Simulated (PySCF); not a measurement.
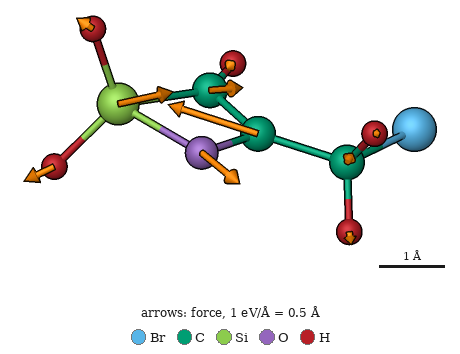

Starting geometry of C3H5BrOSi with the computed forces as orange arrows. The picture is a ball-and-stick view, seen from a free direction.

The start comes from GFN2-xTB. Its atoms were then displaced at random by about 0.01 Å.

Level of theory: PySCF, PBE0-D3(BJ)/def2-SVP geometry optimisation, gas phase. 

Is this structure relaxed? If not, where do the atoms go?

It isn't relaxed: the largest force vector, on a C atom, is 3.00 eV/Å. The final displacements follow the starting forces only in part (cosine between the two patterns 0.63). The atom that moves furthest after the best rigid fit is an H atom (0.081 Å). Largest moves by element: H 0.081 Å, O 0.071 Å, Si 0.051 Å, Br 0.042 Å, C 0.031 Å. Among the contacts that change: H–Si 1.436 → 1.488 Å, O–Si 1.709 → 1.746 Å, H–Si 1.459 → 1.489 Å, C–C 1.465 → 1.487 Å. Among the angles between lasting bonds that change: H–Si–H 119.0° → 109.9°, C–C–O 105.1° → 111.1°, C–O–Si 92.1° → 86.9°. After 8 geometry steps the energy has fallen by 0.221 eV. The run took 80 s on 1 thread of Arm Neoverse V1 (shared host).
